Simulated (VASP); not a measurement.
Band structure of Mg2ZnP2 (space group P3m1). Method: PBEsol GGA, VASP's PBE PAW potentials (set 64) (plane waves; VASP).

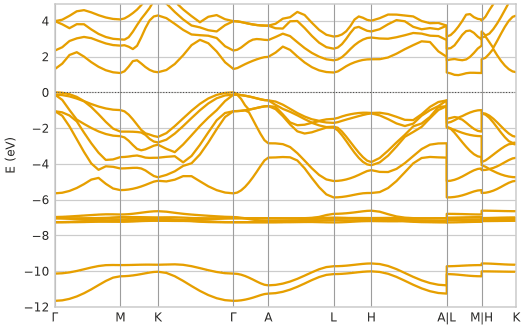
*Bands along high-symmetry lines, zero at the valence-band maximum or, without a gap, the Fermi level*

Task: Read the plot: is there a gap, and where are the band edges?

Result: The gap is indirect, 0.96 eV, from the valence maximum at Γ to the conduction minimum at L-M at 0.33. (Edges off the drawn lines would not show.)

The structure comes from a computed database's Mg2ZnP2 entry (P3m1); how it stands against other phases isn't given here. It was relaxed first.
